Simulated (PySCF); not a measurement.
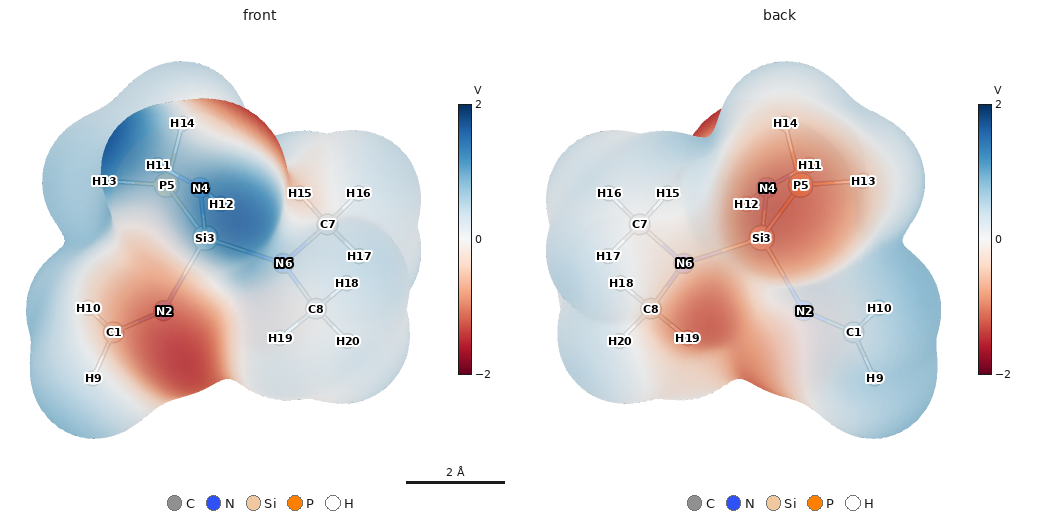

Figure 1: C3H12N3PSi. The electrostatic potential painted on the density surface at 0.002 e/bohr³, seen from the front and from behind; the colour scale runs from red (negative) to blue (positive).

Geometry: GFN2-xTB.

All numbers below come from PySCF 2.14.0, PBE0/pcSseg-1, SCF density, gas phase, non-relativistic.

```yaml
atoms:
  - { symbol: C, position_ang: [-2.7963, -0.7288, -0.4260] }
  - { symbol: N, position_ang: [-1.6471, -0.9471, 0.0047] }
  - { symbol: Si, position_ang: [-0.3968, 0.2127, 0.3921] }
  - { symbol: N, position_ang: [-0.0651, 0.1381, 2.0983] }
  - { symbol: P, position_ang: [-0.9537, 2.3145, -0.1857] }
  - { symbol: N, position_ang: [0.9227, -0.2777, -0.5862] }
  - { symbol: C, position_ang: [1.9658, 0.6372, -0.9657] }
  - { symbol: C, position_ang: [1.3369, -1.6557, -0.6116] }
  - { symbol: H, position_ang: [-3.4675, -1.5644, -0.6057] }
  - { symbol: H, position_ang: [-3.1960, 0.2696, -0.6462] }
  - { symbol: H, position_ang: [-0.7317, 0.5247, 2.7485] }
  - { symbol: H, position_ang: [0.2945, -0.7315, 2.4611] }
  - { symbol: H, position_ang: [-2.0967, 2.3110, 0.5893] }
  - { symbol: H, position_ang: [-0.2187, 2.9152, 0.8161] }
  - { symbol: H, position_ang: [1.5702, 1.6522, -0.9795] }
  - { symbol: H, position_ang: [2.8129, 0.5985, -0.2695] }
  - { symbol: H, position_ang: [2.3317, 0.3908, -1.9663] }
  - { symbol: H, position_ang: [2.1464, -1.8464, 0.1037] }
  - { symbol: H, position_ang: [0.4887, -2.2853, -0.3634] }
  - { symbol: H, position_ang: [1.6945, -1.9168, -1.6112] }
```

Question: Where is the surface potential most negative and most positive?

Answer: The most negative region (about −1.4 V, or −32 kcal/mol for a unit charge) lies over N2 and N4, the most positive (about +1.5 V, or +35 kcal/mol for a unit charge) over H11 and H12.
